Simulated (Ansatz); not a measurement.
System: H5InSSi2.

The calculation's input:

```
basis:
  gaussian:
    orbitals: def2-TZVPD
crystal:
  periodic: [false, false, false]
  atoms:
    - {symbol: In, position_ang: [-0.683440, -1.176700, -3.523857]}
    - {symbol: S, position_ang: [-0.419524, 0.803164, -1.896942]}
    - {symbol: Si, position_ang: [-0.527425, -0.131837, 0.021959]}
    - {symbol: Si, position_ang: [0.851906, -2.034636, -0.059259]}
    - {symbol: H, position_ang: [-0.065397, 0.807847, 1.085676]}
    - {symbol: H, position_ang: [-1.912381, -0.567346, 0.386944]}
    - {symbol: H, position_ang: [0.768475, -2.970286, 1.103023]}
    - {symbol: H, position_ang: [0.428743, -2.796417, -1.287868]}
    - {symbol: H, position_ang: [2.276626, -1.644587, -0.273635]}
hamiltonian:
  xc: {name: PBE0}
output: {forces: true, orbitals: {seedname: orbitals}}
```

Launched as:

```sh
ansatz run input.yaml --threads 2 --pin off --max-ram 4350MiB --events-out events.jsonl --progress --plain --runs-dir runs
```

Geometry: B3LYP-D3(BJ)/def2-SVP; core potentials replace the inner electrons of In.

All numbers below come from Ansatz, isolated molecule in a Gaussian basis; Kohn-Sham density functional theory, functional PBE0.

**Predict the electron density and electron localisation function between the atoms.**

Si–S (2.14 Å): ρ at the midpoint is about 0.8 e/Å³; the ELF peaks at about 0.90 between the atoms; a covalent bond.
Si–Si (2.35 Å): ρ at the midpoint is about 0.63 e/Å³; the ELF peaks at about 1 between the atoms (a covalent bond).
Si–H (1.49 Å): the density is about 0.79 e/Å³ at the midpoint; the ELF climbs to about 1 towards the hydrogen, as it does in any bond to H.

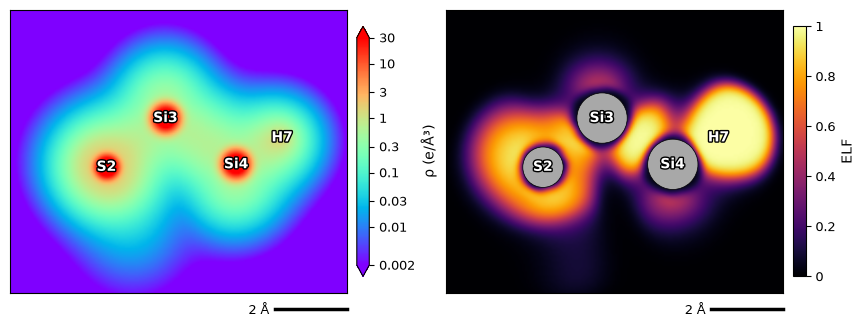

Computed electron density and electron localisation function on the plane of atoms S2, Si3 and Si4, in this order. Grey discs cover the atomic cores in the ELF map. 
